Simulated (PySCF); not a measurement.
# C11H14O2: the cost of one run

Computed with PySCF 2.14.0 and routines of our own; the level stands in each step. Atoms count from 0.

## Step 1: The starting structure

27 atoms, charge 0, multiplicity 1; geometry from: GFN2-xTB.

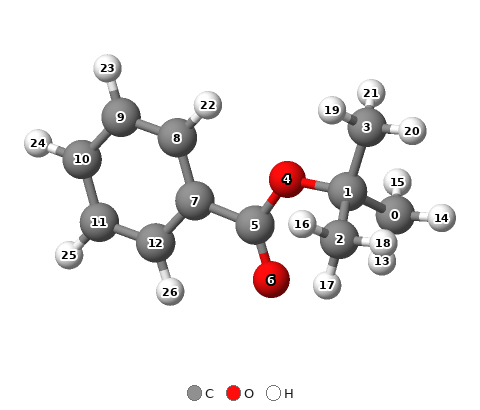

The starting geometry (carbon grey, oxygen red, hydrogen white).

## Step 2: NMR shifts: GIAO KT3/pcSseg-1

What the job is given:

```
{"job": {"kind": "nmr", "xc": "KT3", "basis": "pcSseg-1", "pop": false}, "charge": 0, "multiplicity": 1}
C     -2.336790     0.038849    -1.747101
C     -2.067880    -0.255873    -0.271507
C     -2.712804     0.800620     0.625687
C     -2.566841    -1.654358     0.098275
O     -0.642303    -0.319359    -0.025005
C      0.148992     0.730731    -0.236525
O     -0.212555     1.810952    -0.641003
C      1.567192     0.415308     0.089714
C      1.954853    -0.838396     0.553911
C      3.284212    -1.083347     0.843615
C      4.231471    -0.085811     0.673182
C      3.849308     1.163797     0.211527
C      2.521863     1.414536    -0.079095
H     -2.009445     1.044451    -1.996444
H     -3.400996    -0.047296    -1.948101
H     -1.800079    -0.670578    -2.373867
H     -2.437773     0.627390     1.664383
H     -2.381120     1.794163     0.336176
H     -3.794106     0.746680     0.533072
H     -2.338724    -1.868295     1.139652
H     -3.640899    -1.718975    -0.050220
H     -2.077332    -2.401375    -0.521964
H      1.212566    -1.610368     0.683899
H      3.584185    -2.056585     1.203177
H      5.269157    -0.282153     0.900503
H      4.586251     1.942101     0.079008
H      2.197660     2.379041    -0.439422
```

With the program's defaults for keys left out, this is: GIAO KT3/pcSseg-1 NMR shielding, non-relativistic, gas phase.

Command:

```sh
$ OMP_NUM_THREADS=1 python large_run.py task.json out
```

This one command runs all jobs of the session in turn.

Q: Estimate the wall time and peak memory of this job on 1 thread of Arm Neoverse V1, shared host.

About 21 s, with a peak of 0.52 GiB.
